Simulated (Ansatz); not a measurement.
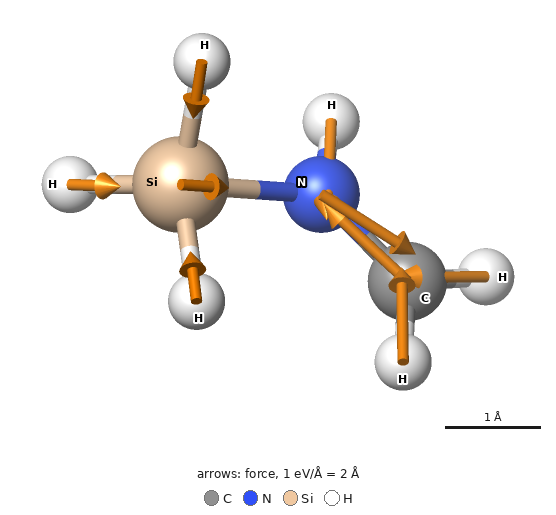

Starting geometry of CH$_{6}$NSi (charge +1) with the computed forces as orange arrows. The picture is a ball-and-stick view, seen from a free direction.

It is one of the separated reactants of a reaction.

Level of theory: RKS PBE0-D4/def2-TZVP in Ansatz. (force threshold 0.005 eV/Å; at most 200 steps)

What follows when this structure is relaxed?

It isn't relaxed: the largest force vector, on an H atom, is 0.67 eV/Å. The final displacements follow the starting forces only in part (cosine between the two patterns 0.60). The energy falls by 4.71 kJ/mol in 6 geometry steps. Largest force component: 0.55 eV/Å at the start, 0.0033 eV/Å at the end. The largest moves after the best rigid fit, 0.048 Å, are those of H atoms. By element the largest moves are H 0.048 Å, Si 0.031 Å, C 0.029 Å, N 0.008 Å. Among the contacts that change: N–Si 1.891 → 1.855 Å, C–H 1.106 → 1.087 Å, H–Si 1.492 → 1.473 Å, C–N 1.289 → 1.272 Å.
